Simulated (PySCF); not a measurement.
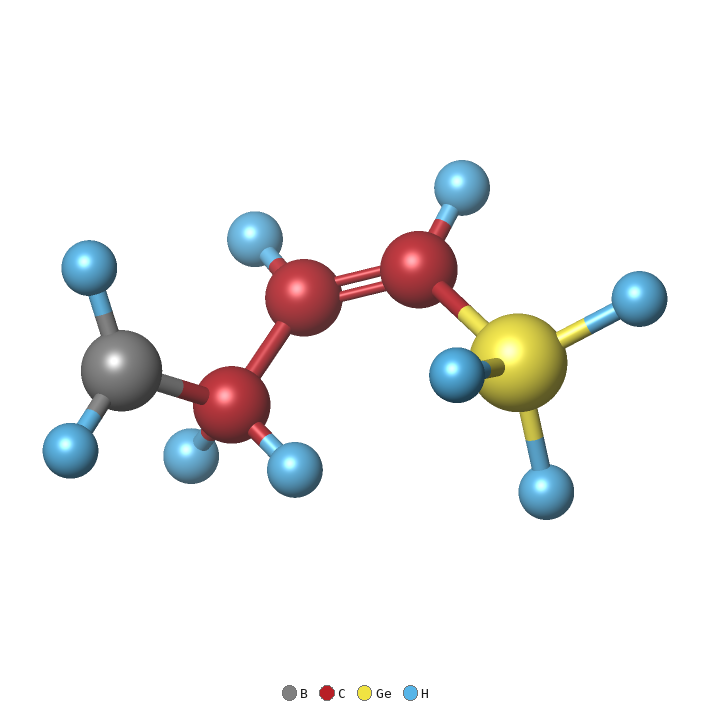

The geometry was computed by an optimisation with GFN2-xTB. No frequency run is at hand to confirm it as a minimum. Level of theory: B3LYP/pcJ-1 (pcSseg-1 on Ge), gas phase (PySCF 2.14.0).

Predict the main results.

The species is C₃H₉BGe (`BC/C=[CH]\[GeH3]`).
- dipole moment: 1.06 D
- HOMO energy (Kohn–Sham orbital): −7.11 eV
- LUMO energy (Kohn–Sham orbital): −1.79 eV
- HOMO–LUMO gap: 5.32 eV

The geometry is semi-empirical. Around B, Ge such bond lengths and angles can be off by a tenth of an ångström or more and by several degrees, and values that hang on the shape move with them.
